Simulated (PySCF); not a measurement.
# C3H4N2: the cost of one run

Programs: PySCF 2.14.0, with routines of our own; each step states its level. All values are computed. Atoms count from 0.

## 1. The system as given

9 atoms, charge 0, multiplicity 1; geometry from: GFN2-xTB.

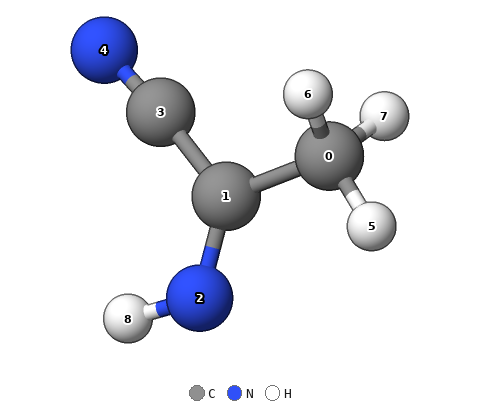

The starting geometry (carbon grey, nitrogen blue, hydrogen white).

## 2. Magnetic properties: GIAO HF/pcSseg-1

Job settings and geometry (Å):

```
{"job": {"kind": "mag", "xc": "HF", "basis": "pcSseg-1", "isotopologues": 2}, "charge": 0, "multiplicity": 1}
C     -1.154071     0.218151    -0.089109
C      0.259873    -0.255515    -0.049659
N      0.560835    -1.435245    -0.380126
C      1.232712     0.710004     0.384351
N      2.065236     1.422396     0.720709
H     -1.793710    -0.590406    -0.430365
H     -1.241907     1.070675    -0.761772
H     -1.463347     0.543145     0.903787
H      1.547940    -1.677211    -0.322995
```

With the program's defaults for keys left out, this is: GIAO HF/pcSseg-1 magnetisability, rotational g tensor and spin-rotation constants, non-relativistic, gas phase.

Launch:

```
OMP_NUM_THREADS=1 python excited_run.py task.json out
```

This one command runs all jobs of the session in turn.

**Question.** How long does this first job take on 1 thread of Arm Neoverse N1, shared host, and how much memory does it need?

About 8.4 s, with a peak of 0.48 GiB.
